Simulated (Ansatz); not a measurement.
## G0W0 on several functionals: NaFeN (P6_3mc)

One-shot GW is not self-consistent; how far does the start matter for NaFeN (P6_3mc)?

Main program and level: Ansatz 0.2.0; G0W0 on several functionals, plane waves, PAW.

In doubt: one-shot GW on d or f shells is unsure, so the values of those runs are not to be relied on.

### Step 1. Set-up

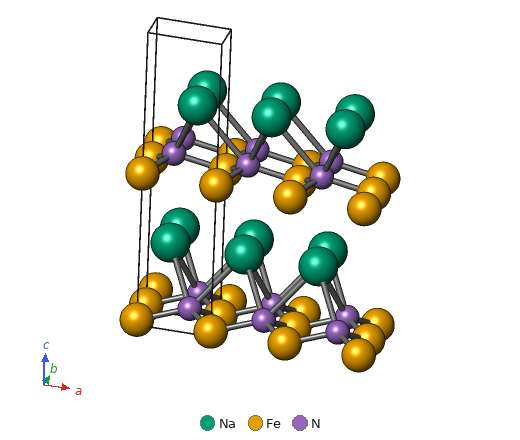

Start, viewed slightly off an axis; sodium teal, iron orange, nitrogen purple. 3×2×1 cells are drawn. Bonds to atoms that aren't drawn are left out. Some periodic images of atoms are drawn too.

Structure file:

```cif
data_structure
_symmetry_space_group_name_H-M 'P6_3mc'
_symmetry_Int_Tables_number 186
_cell_length_a 2.9792
_cell_length_b 2.9792
_cell_length_c 9.6776
_cell_angle_alpha 90.000
_cell_angle_beta 90.000
_cell_angle_gamma 120.000
_cell_volume 74.39
loop_
_atom_site_label
_atom_site_type_symbol
_atom_site_symmetry_multiplicity
_atom_site_Wyckoff_symbol
_atom_site_fract_x
_atom_site_fract_y
_atom_site_fract_z
_atom_site_occupancy
Na1 Na 2 b 0.66667 0.33333 0.76069 1
Fe1 Fe 2 a 0.00000 0.00000 0.51817 1
N1 N 2 b 0.33333 0.66667 0.56578 1
```

The cell and positions are those that the Materials Project relaxed with its own functionals (PBE, PBE+U or r2SCAN), kept fixed.

### Step 2. G0W0 on LDA

G0W0 replaces the xc potential by the self-energy, built once from these orbitals. Only a window of levels is corrected, while the sums run over the empty bands that the input names. This step takes PAW set soft_1 files.

This step: G0W0 on LDA, plane waves, PAW; PAW set soft_1.

File input.yaml:

```yaml
crystal:
  lattice:
    - [2.9791986867, 0.0, 0.0]
    - [-1.4895993434, 2.5800617456, 0.0]
    - [0.0, 0.0, 9.67759076]
  atoms:
    - { symbol: Na, position: [0.66666667, 0.33333333, 0.76069016] }
    - { symbol: Na, position: [0.33333333, 0.66666667, 0.26069016] }
    - { symbol: Fe, position: [0.0, 0.0, 0.51816637] }
    - { symbol: Fe, position: [0.0, 0.0, 0.01816637] }
    - { symbol: "N", position: [0.33333333, 0.66666667, 0.56578347] }
    - { symbol: "N", position: [0.66666667, 0.33333333, 0.06578347] }
kpoints:
  mp_grid: { grid: [6, 6, 2] }
hamiltonian:
  xc: lda
  pseudopotentials: { kind: paw, azcp: { folder: soft_1 }, xc_functional: pbe }
scf:
  occupations: { method: fixed }
gw:
  n_empty_bands: 589
  ecut_chi: 230.0
  qp_bands: [v2, c2]
  qp_kpoints: band_edges
  screening: { model: contour_deformation }
```

On the command line:

```
ansatz run input.yaml --threads 3 --pin off --max-ram 92160MiB --backend cuda --events-out ev --progress --plain --runs-dir out --devices 1 --max-vram 13GiB
```

Numbers of over 12 decimals in the logs are rounded to 6 here.

What it wrote:

```text
GPUs: using 1 of 1 available (devices: 1).
Engine: ansatz 0.2.0, x86_64-unknown-linux-gnu
Pseudopotentials: kind: paw
Pseudopotential: Na, paw, valence charge 9, recommended cutoff 420 eV (normal), soft_1/Na.paw.azcp
Pseudopotential: Fe, paw, valence charge 16, recommended cutoff 420 eV (normal), soft_1/Fe.paw.azcp
Pseudopotential: N, paw, valence charge 5, recommended cutoff 420 eV (normal), soft_1/N.paw.azcp
Functional definition: SPW92
  exchange = slater_x
  correlation = pw_c
device memory: the entry about to start is reckoned to put 1.3 GiB on a device that reports 59.7 GiB free (of which the cap on the GPU budget leaves the run 13.0 GiB)
GPU FFT provider: cuFFT
GPU libraries: cuBLAS 13.8.2, cuFFT 12.4.0, cuSOLVER 12.3.4
Crystal: 6 atoms, lattice volume = 74.387 Å³
Basis set: ecut = 420 eV, 1401 PW (Γ)
Bands: 36, of which v1, the nominal top of the filled ones, is band 30 counted from 1 (29 counted from 0)
Symmetry: 12 space group operations
Space group: P63mc (ITA 186), of the structure as read, at distance tolerance 4.2e-5 Å
k-points: 14 of 72
Non-local potential: Na, projectors of the file, l = 0: 3, l = 1: 2, l = 2: 1
Non-local potential: Fe, projectors of the file, l = 0: 3, l = 1: 2, l = 2: 3, l = 3: 1
Non-local potential: N, projectors of the file, l = 0: 2, l = 1: 2, l = 2: 1
PAW form: soft (Blöchl's): semilocal exchange-correlation on the pseudo side does not see the compensation charge
PAW frozen core: Na, regenerated for the run's functional, and the local potential with it (the file was generated under x = pbe(κ = 0.804, μ = 0.219515), c = pbe(β = 0.066725))
PAW frozen core: Fe, regenerated for the run's functional, and the local potential with it (the file was generated under x = pbe(κ = 0.804, μ = 0.219515), c = pbe(β = 0.066725))
PAW frozen core: N, regenerated for the run's functional, and the local potential with it (the file was generated under x = pbe(κ = 0.804, μ = 0.219515), c = pbe(β = 0.066725))
PAW one-centre angular grid: Na, 110 points (default); XC on 64 Gauss nodes
PAW one-centre angular grid: Fe, 590 points (default); XC on 64 Gauss nodes
PAW one-centre angular grid: N, 110 points (default); XC on 64 Gauss nodes
Initial density: superposition of atomic densities (chi_scale 0.1, normalization cell, long waves kept (reshape's long-wave potential 0.09 eV rms))
Initial wavefunctions: pseudopotential atomic-orbital guess
GPU buffer pool allocated for 28800 grid points (all kernels)
GPU transforms: local potential and band sums: pruned to the plane-wave sphere, on 20×20×72
Functional: x = slater, c = lda
SCF iter   1: F=—  HF=-12523.272401 eV  |F-HF|=—  |Δ(HF+E_count)|=         —  Δρ=7.81e-2  dr2=2.88e0  ethr=3.10e-3  ⟨swp⟩=4.0  Hψ=1467  notcnv=0  defer=27
preconditioner: auto → Resta (q_TF=auto, 2.632 Å⁻¹)  ε∞=5.2  [insulator: Δε(μ)=0.308 eV  Ē_g=13.287 eV  n_scr=26 (ndim 8)  ℏωp=27.2 eV  f_vac=0.000  ε∞_Penn≈5.2]
SCF iter   2: F=—  HF=-12522.836314 eV  |F-HF|=—  |Δ(HF+E_count)|=   4.36e-1  Δρ=7.54e-2  dr2=3.30e0  ethr=3.10e-3  ⟨swp⟩=2.6  Hψ=964  notcnv=0  defer=39
SCF iter   3: F=—  HF=-12522.509207 eV  |F-HF|=—  |Δ(HF+E_count)|=   3.27e-1  Δρ=3.71e-2  dr2=8.74e-1  ethr=3.10e-3  ⟨swp⟩=2.8  Hψ=905  notcnv=0  defer=35
SCF iter   4: F=—  HF=-12522.361525 eV  |F-HF|=—  |Δ(HF+E_count)|=   1.48e-1  Δρ=1.45e-2  dr2=1.34e-1  ethr=1.46e-3  ⟨swp⟩=2.0  Hψ=613  notcnv=0  defer=51
SCF iter   5: F=—  HF=-12522.330845 eV  |F-HF|=—  |Δ(HF+E_count)|=   3.07e-2  Δρ=4.28e-3  dr2=1.35e-2  ethr=2.23e-4  ⟨swp⟩=2.1  Hψ=658  notcnv=0  defer=56
SCF iter   6: F=—  HF=-12522.328165 eV  |F-HF|=—  |Δ(HF+E_count)|=   2.68e-3  Δρ=7.95e-4  dr2=4.67e-4  ethr=2.25e-5  ⟨swp⟩=2.1  Hψ=639  notcnv=0  defer=56
SCF iter   7: F=—  HF=-12522.328157 eV  |F-HF|=—  |Δ(HF+E_count)|=   8.28e-6  Δρ=1.67e-4  dr2=1.67e-5  ethr=7.79e-7  ⟨swp⟩=2.6  Hψ=758  notcnv=0  defer=47
SCF iter   8: F=—  HF=-12522.328160 eV  |F-HF|=—  |Δ(HF+E_count)|=   2.78e-6  Δρ=4.52e-5  dr2=1.56e-6  ethr=2.78e-8  ⟨swp⟩=2.0  Hψ=631  notcnv=0  defer=26
SCF iter   9: F=-12522.328160 eV  HF=-12522.328160 eV  |F-HF|=4.60e-8  |Δ(HF+E_count)|=   2.78e-8  Δρ=1.07e-5  dr2=8.36e-8  ethr=1.67e-10  ⟨swp⟩=7.4  Hψ=1826  notcnv=0
SCF 1 converged in 9 iterations: F = -12522.328160 eV  dr2 = 8.36e-8
  greatest PAW one-centre occupation: 1.001 electrons in one spin orbital (limit 2), on the Fe atom at site 3 (counted from 0), in its partial waves of l = 1
device memory: the entry about to start is reckoned to put 2.0 GiB on a device that reports 52.7 GiB free (of which the cap on the GPU budget leaves the run 13.0 GiB)
NSCF: frozen V_eff on 14 k-points
the band table was solved once the SCF had ended and its energy, with any forces and stress, was formed, with the checks that follow a solve (2120 applications of the Hamiltonian). They found nothing against the state; the energy, forces and stress were not computed again (output.eigenvalues in the input reference)
device memory: the entry about to start is reckoned to put 5.5 GiB on a device that reports 51.8 GiB free (of which the cap on the GPU budget leaves the run 13.0 GiB)
NSCF: frozen V_eff on 14 k-points
G₀W₀ screening: q 1/14
[... further progress lines ...]
SCF converged after 9 iterations
Free energy (F): -12522.328160 eV
Harris-Foulkes:  -12522.328160 eV  (|F-HF|=4.60e-8)
[...]
k-point 2: bands = [... 26 lower, 8.8630, 8.8661, 8.9069, 9.1830, 11.5192, 11.9683, 12.5154, 12.7890, ... 2 higher]
  k-point 13: bands = [... 26 lower, 8.6796, 8.6796, 9.2251, 9.2251, 9.8382, 9.8382, 10.9041, 10.9041, ... 2 higher]
--- G₀W₀: contour deformation, 9 samples at zero and on the imaginary axis and 1 off it, 72 q-points, 589 empty bands' worth ---
  eigenvalues of the whole cell's RPA ε∞ on this k-mesh (on a slab, of 1 + 4πα/V) = 6.2193, 37.1156, 37.1156; static W/v taken at q = 0 is 0.023038
  bands read: the sum over 619 bands ends inside a degenerate multiplet in 8 slots, whose members it reads at an even weight; the widest, k=1: bands 619 to 620 (counted from 1) at 1/2 each
  gw.qp_kpoints: band_edges: 14 of 14 stored k-points solved, in 1 pass; an edge of the gap read off the rows below is read off those points alone
  `?` marks the rows in doubt; gw_qp.tsv's column doubts and the gw_qp event give each row's grounds
    ik  band        ε_KS         Σx   Σc(E_QP)       V_xc       Z   E_QP_lin       E_QP  E_QP is
     0    29      8.9302   -34.3622     4.5890   -30.5633  0.5553     9.6807     9.7204  root ?
     0    30      8.9302   -34.3622     4.5890   -30.5633  0.5553     9.6807     9.7204  root ?
     0    31     11.3828   -21.8614    -3.1519   -25.7300  0.6367    12.0967    12.0996  root
     0    32     12.0847   -13.1341    -4.4402   -17.9456  0.6545    12.4586    12.4559  root
     1    29      8.9280   -34.3495     4.5884   -30.5509  0.5550     9.6777     9.7178  root ?
     1    30      8.9280   -34.3495     4.5884   -30.5509  0.5550     9.6777     9.7178  root ?
     1    31     11.6367   -18.5756    -3.7107   -22.8333  0.6449    12.2224    12.1837  root
     1    32     11.6367   -18.5756    -3.7107   -22.8333  0.6449    12.2224    12.1837  root
     2    29      8.9069   -31.0042     3.8608   -27.8449  0.5679     9.5739     9.6084  root ?
     2    30      9.1830   -30.7286     3.4489   -27.9399  0.5878     9.8208     9.8432  root ?
     2    31     11.5192   -20.6695    -3.3017   -24.6365  0.6397    12.1800    12.1847  root
     2    32     11.9683   -15.8443    -4.6198   -20.8901  0.6522    12.4108    12.3942  root
     3    29      9.0740   -30.9592     3.6424   -27.9989  0.5815     9.7304     9.7562  root ?
     3    30      9.0740   -30.9592     3.6424   -27.9989  0.5815     9.7304     9.7562  root ?
     3    31     11.7387   -18.0564    -3.9196   -22.4924  0.6444    12.2832    12.2551  root
     3    32     11.7387   -18.0564    -3.9196   -22.4924  0.6444    12.2832    12.2551  root
     4    29      8.9724   -25.7481     2.2671   -23.9961  0.6119     9.4718     9.4876  root
     4    30      9.2744   -26.6924     1.6553   -25.5881  0.6232     9.8135     9.8254  root
     4    31     10.7205   -22.5990    -3.3453   -26.6152  0.6165    11.3931    11.3915  root
     4    32     10.9515   -23.7729    -3.2992   -27.7606  0.6046    11.6156    11.6400  root
     5    29      9.1583   -26.6768     1.9628   -25.2649  0.6182     9.6955     9.7092  root
     5    30      9.1583   -26.6768     1.9628   -25.2649  0.6182     9.6955     9.7092  root
     5    31     10.8366   -23.3410    -3.2991   -27.3294  0.6105    11.5127    11.5259  root
     5    32     10.8366   -23.3410    -3.2991   -27.3294  0.6105    11.5127    11.5259  root
     6    29      8.9726   -34.4320     4.2781   -30.9629  0.5667     9.7477     9.7817  root ?
     6    30      8.9733   -34.4253     4.2684   -30.9656  0.5667     9.7479     9.7819  root ?
     6    31     10.3891   -21.9960    -2.4206   -24.9806  0.6286    11.0095    10.9531  root ?
     6    32     10.5056   -23.1904    -2.2638   -26.1039  0.6113    11.1380    11.1553  root
     7    29      8.9729   -34.4285     4.2731   -30.9642  0.5667     9.7478     9.7818  root ?
     7    30      8.9729   -34.4285     4.2731   -30.9642  0.5667     9.7478     9.7818  root ?
     7    31     10.4436   -22.5628    -2.3596   -25.4931  0.6198    11.0690    11.0143  root ?
     7    32     10.4436   -22.5628    -2.3596   -25.4931  0.6198    11.0690    11.0143  root ?
     8    29      9.1393   -27.5003     2.7809   -25.2939  0.6046     9.6957     9.7139  root
     8    30      9.5587   -27.3671     2.0074   -25.9003  0.6223    10.0916    10.0993  root
     8    31     10.9879   -21.9487    -4.0789   -26.6669  0.6197    11.6176    11.6272  root ?
     8    32     11.0625   -22.3683    -4.1760   -27.2020  0.6226    11.7096    11.7202  root
     9    29      9.3840   -27.6553     2.3772   -25.8450  0.6163     9.9383     9.9509  root
     9    30      9.3840   -27.6553     2.3772   -25.8450  0.6163     9.9383     9.9509  root
     9    31     11.0228   -22.1716    -4.1299   -26.9528  0.6215    11.6626    11.6741  root
     9    32     11.0228   -22.1716    -4.1299   -26.9528  0.6215    11.6626    11.6741  root
    10    29      8.8655   -32.7949     3.9185   -29.6408  0.5661     9.5925     9.6299  root ?
    10    30      8.8788   -32.5783     3.9423   -29.3894  0.5683     9.5967     9.6321  root ?
    10    31     10.2090   -23.8315    -2.9047   -27.4873  0.6080    10.9449    10.9601  root
    10    32     10.2344   -24.0399    -2.8121   -27.5977  0.6056    10.9637    10.9801  root
    11    29      8.8710   -32.6546     3.9073   -29.5057  0.5673     9.5932     9.6293  root ?
    11    30      8.8710   -32.6546     3.9073   -29.5057  0.5673     9.5932     9.6293  root ?
    11    31     10.2237   -23.9980    -2.8652   -27.6144  0.6063    10.9587    10.9749  root
    11    32     10.2237   -23.9980    -2.8652   -27.6144  0.6063    10.9587    10.9749  root
    12    29      9.2263   -29.9697     3.3320   -27.2515  0.5964     9.8217     9.8401  root ?
    12    30      9.2263   -29.9697     3.3320   -27.2515  0.5964     9.8217     9.8401  root ?
    12    31      9.8385   -24.9128    -3.8754   -29.6942  0.6070    10.7379    10.7446  root
    12    32      9.8385   -24.9128    -3.8754   -29.6942  0.6070    10.7379    10.7446  root
    13    29      9.2251   -29.9234     3.3209   -27.2150  0.5964     9.8191     9.8376  root ?
    13    30      9.2251   -29.9234     3.3209   -27.2150  0.5964     9.8191     9.8376  root ?
    13    31      9.8382   -24.9398    -3.8643   -29.7107  0.6069    10.7381    10.7448  root
    13    32      9.8382   -24.9398    -3.8643   -29.7107  0.6069    10.7381    10.7448  root
[key lines of the parts left out:]
Fermi energy:    9.558724 eV
```

It took 56 s on 1 × NVIDIA H100 80GB HBM3 (shared by 6 runs) with 3 threads of AMD EPYC 7R13 (Zen 3), shared host; peak memory 2.2 GiB.

In the SCF lines HF is the Harris–Foulkes energy and dr2 the Hartree energy of the density residual, in eV; the loop may stop once dr2 is under the threshold and the program's other checks hold. Hψ counts applications of the Hamiltonian.

Numbers from this step:

```
bands summed                                 : 619
RPA ε∞ on this mesh (eigenvalues)            : 6.219, 37.12, 37.12
plane waves in the screening matrix          : 611
q-points in the mesh                         : 72
G0W0 gap on the mesh                         : 0.6452 eV
k of the valence top                         : 0.1667, 0.1667, 0
k of the conduction bottom                   : 0.3333, 0.3333, 0
starting gap on the mesh                     : 0.2794 eV
Z at the valence top                         : 0.6223
Z at the conduction bottom                   : 0.6070
least direct G0W0 gap on the computed points : 0.9044 eV
```

The gap on the mesh goes from 0.28 eV to 0.65 eV, a correction of +0.37 eV. Between the two edge states, bare exchange in place of the xc potential would open the gap by 6.25 eV, and correlation takes back 5.88 eV.

(Continued in part 2 of 2.)

[Paths, hosts, dates, memory and timing lines, banners, echoed tables and standing remarks are left out of the program output.]

[Logs are printed without paths, hosts, clocks, repeated set-up lines and the standing remarks that a program may print on its own settings, such as how far it seeks lower states.]

[Runs of the session that timed out or met a known fault of the program may be left out.]

[Cells called generated may have been cut or substituted from an entry of the Crystallography Open Database or the Materials Project.]

[Hosts, paths, dates, database ids (printed as entryN), source tags and the programs' standing remarks are cut or masked in the printed files.]
